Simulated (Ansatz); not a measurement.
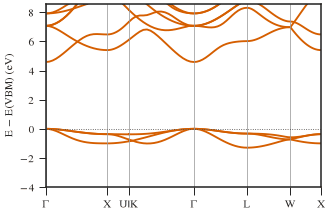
Fig. 1. Band structure from the program Ansatz at the r²SCAN level (PAW)

### Question
Read off the gap and where the band edges lie.

### Answer
About 4.6 eV (4.58 eV by a search for the band edges); maximum at Γ, minimum at Γ.

The material is KI (rock salt, Fm-3m).

The r²SCAN relaxation kept the symmetry of its start; of distortions, only those at the zone centre were tested. Scalar-relativistic: spin–orbit coupling is off unless named, which matters more the heavier the elements.

Potentials: the later of the program's two PAW sets.
